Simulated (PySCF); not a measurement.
Vertical excitations of a molecule C4H10O2 from TDA-PBE/def2-SVPD (PySCF), as energy in eV (oscillator strength): 6.16 (0.020), 6.27 (0.020), 6.57 (0.015), 6.72 (0.003), 6.78 (0.004), 6.95 (0.020). Lowest triplet (TDA): 6.01 eV. Coordinates come from a PBE0-D3(BJ)/def2-SVP optimisation. The values are those of a single conformer.

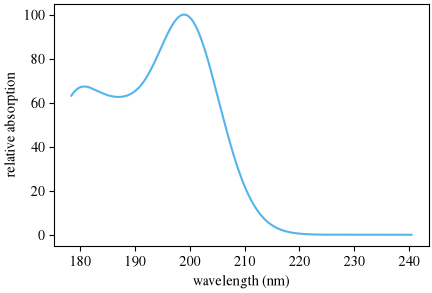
Figure: The lines broadened by 0.4 eV.

Q: Which structure fits?
A. COCC(C)O
B. COCCCO
C. CO[C@@H](C)CO
D. C[C@H](O)CCO

A: A, COCC(C)O
